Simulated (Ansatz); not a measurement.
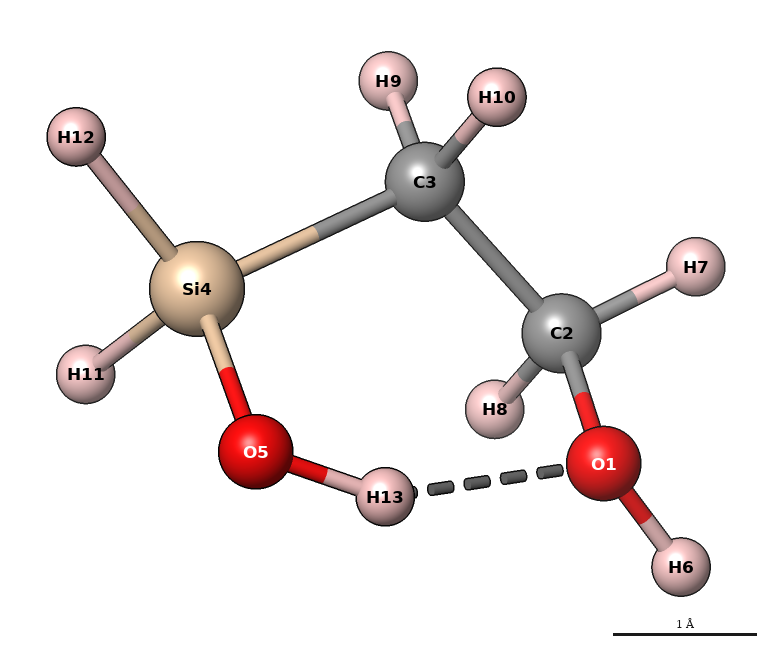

Broken lines mark hydrogen bonds. The computed structure is the end point of a PBE-D4/def2-SVP optimisation. No frequency run is at hand to confirm it as a minimum.

Tabulate the hydrogen bonds (donors O, N, F, S, Cl) with their geometry.

```json
{"D–H···A": "O5–H13···O1", "D–H (Å)": "0.99", "H···A (Å)": "1.91", "angle (°)": "146", "kind": "intramolecular"}
```
